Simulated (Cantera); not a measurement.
Input: 1 mol Ta(OEt)5, 0.019 mol O2, at 750 Torr.

Equilibrium computed with Cantera from the NASA thermochemical tables; the gas is ideal and each condensed phase is pure. Candidate condensed phases: C, C6H6, C7H8, C8H18, H2O, Ta, TaC, Ta2O5; 113 gas species. The feed counts by its element totals alone. Mutual solubility and eutectic melting of coexisting phases are not modelled. TaC: taken at fixed stoichiometry. Condensed phases not in the tables: Ta2C. The numbers say what is thermodynamically allowed, not how fast it happens.

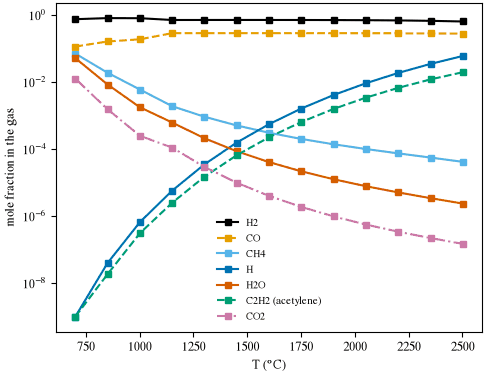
Figure. Equilibrium gas composition (values under 1e-9 drawn at 1e-9)

### Question
Read off the mole fractions at 1602 °C.

### Answer
H2 about 0.71, CO about 0.29, H about 0.00055, CH4 about 0.00031, C2H2 (acetylene) about 0.00023, H2O about 4.1e-5, CO2 about 4.0e-6.
